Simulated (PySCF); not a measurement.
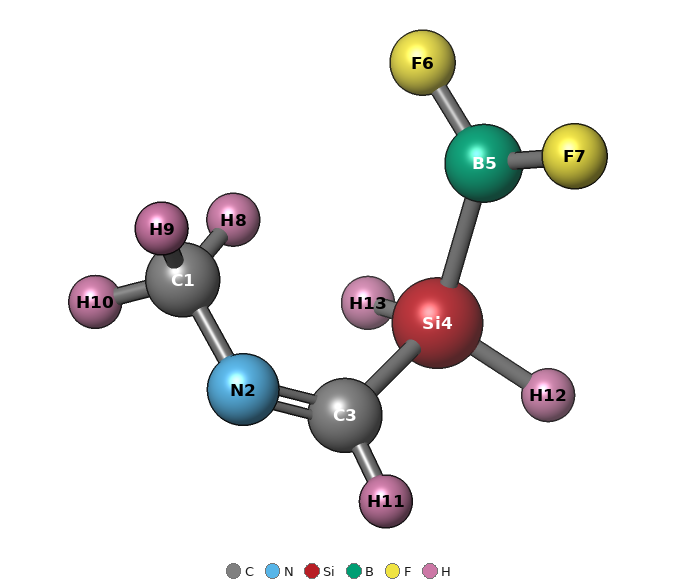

Computed geometry: PBE0-D3(BJ)/def2-SVP optimisation. No frequency run is at hand to confirm it as a minimum. Level of theory: delta-SCF UKS SCAN, pcX-2 on the ionised atom, pcseg-1 elsewhere, spin-free X2C (PySCF 2.14.0).

Give the core-electron binding energies (to vacuum; p and d levels without spin–orbit splitting) of C1 1s, N2 1s, C3 1s, Si4 1s, Si4 2p, B5 1s, F6 1s.

```json
{"atom": "C1", "level": "1s", "binding energy (eV)": "291.6"}
{"atom": "N2", "level": "1s", "binding energy (eV)": "404.9"}
{"atom": "C3", "level": "1s", "binding energy (eV)": "291.4"}
{"atom": "Si4", "level": "1s", "binding energy (eV)": "1846.5"}
{"atom": "Si4", "level": "2p", "binding energy (eV)": "107.0"}
{"atom": "B5", "level": "1s", "binding energy (eV)": "198.8"}
{"atom": "F6", "level": "1s", "binding energy (eV)": "693.5"}
```
